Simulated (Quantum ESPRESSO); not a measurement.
The S K edge of atom 2 in CuS (F-43m), with 4 Cu at 2.23 Å (tetrahedral, site symmetry -43m), was computed in 2 ways: excited-electron core hole (neutral cell) and no core hole. Program and functional: Quantum ESPRESSO XSpectra, PBEsol, Lorentzian half width 0.3 eV up to 4 eV, rising linearly to 2.5 eV at 25 eV; cells of 2 and 12 atoms (the run without a hole in the smaller).

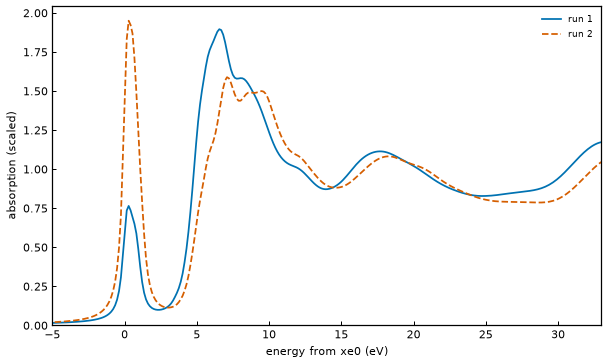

Each run is counted from its own lowest empty level or Fermi level and scaled to a mean of 1 over its first 20 eV.

Question: Which run is which?

Run 1: excited-electron core hole (neutral cell) (area from −2 to 6 eV 3.7, main maxima 0.3 eV (0.76), 6.6 eV (1.90) and 17.6 eV (1.11)). Run 2: no core hole (area from −2 to 6 eV 4.4, main maxima 0.3 eV (1.95), 7.1 eV (1.59), 9.5 eV (1.50) and 18.3 eV (1.08)). With each curve scaled to its own mean, the area from −2 to 6 eV with the hole is 3.7 against 4.4, and the centre of weight from −1 to 20 eV moves by +0.5 eV (first and strongest maxima below 20 eV: 0.3 eV (1.95), 7.1 eV (1.59) and 9.5 eV (1.50) without the hole, 0.3 eV (0.76), 6.6 eV (1.90) and 17.6 eV (1.11) with it): the near-edge weight falls against the higher-lying part.

[Hosts, paths, dates, database ids (printed as entryN), source tags and the programs' standing remarks are cut or masked in the printed files.]

[Lists of maxima count a maximum above −3 eV only where it reaches 4 % of the highest in the window and stands out from its surroundings by 2 % of it (1.5 % where it reaches 55 %); shoulders and weaker maxima are passed over, and of the rest the first, up to two pre-edge ones and the few strongest are named.]
